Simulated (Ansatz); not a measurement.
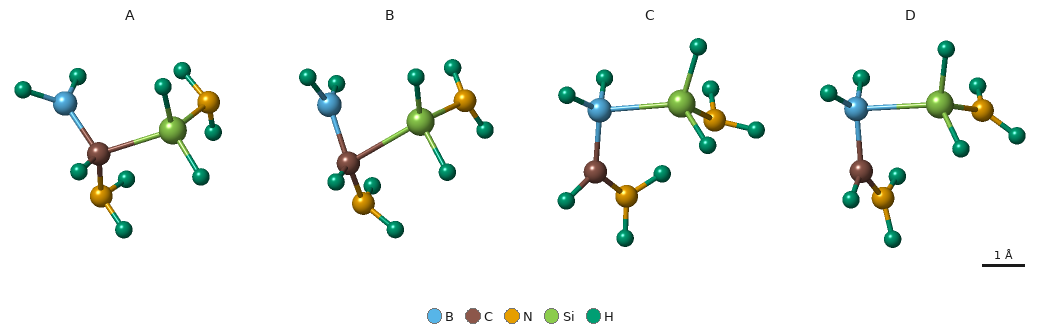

4 geometries from one relaxation of CH9BN2Si (coarse preliminary run), in shuffled order. A ball-and-stick model, seen face on.

The start comes from a force field.

Theory: Ansatz 0.2.0, RKS PBE-D4/def2-SVP. Settings: force threshold 0.03 eV/Å; at most 200 steps.

### Put them in the order of the run, from the start to the converged end.

A, B, D, C. They are steps 0, 7, 15, 30, at +1.301 eV, +0.463 eV, +0.141 eV relative to the last. The atom that moves furthest after the best rigid fit is an H atom (1.27 Å). Largest moves by element: H 1.27 Å, C 0.79 Å, Si 0.70 Å, B 0.69 Å, N 0.59 Å. Some distances before and after: C–Si 1.952 → 2.794 Å, B–Si 2.866 → 2.028 Å, C–N 1.472 → 1.327 Å, H–Si 1.430 → 1.515 Å. New bonds form: B–Si (2.87 → 2.03 Å). Bonds break: C–Si (1.95 → 2.79 Å). Among the angles between lasting bonds that change: C–N–H 105.6° → 121.4°, B–C–N 110.4° → 125.5°, H–N–H 106.5° → 119.4°. After 28 accepted moves (30 points after the start) the energy has fallen by 1.301 eV. Largest force component: 2.1 eV/Å at the start, 0.014 eV/Å at the end. The line search rejected the trial steps at points 18, 24 of the run. The run took 47 s on 4 threads of Arm Neoverse V1, with other jobs on the host.
